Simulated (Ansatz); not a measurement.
# Response to strain in AlAs

Take AlAs in the zinc blende structure (space group F-43m, No. 216; a = 5.6747 Å) as the base.

Strains are applied to the cell and any free atomic positions relax.

The values are results of PBEsol (Ansatz, an electronic-structure program; PAW; 420 eV plane waves; no spin-orbit coupling), not measurements.

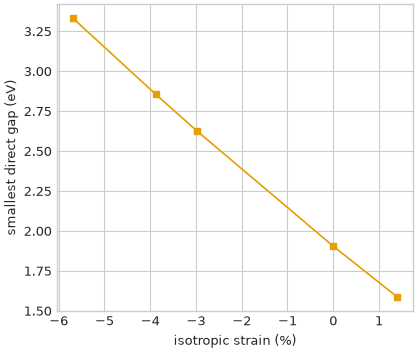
Figure. Smallest direct gap against isotropic strain

| isotropic strain (%) | smallest direct gap |
|---|---|
| -5.69 | 3.33 eV |
| -3.88 | 2.86 eV |
| -2.97 | 2.62 eV |
| 1.4 | 1.59 eV |

Whether these cells are dynamically stable was not tested.
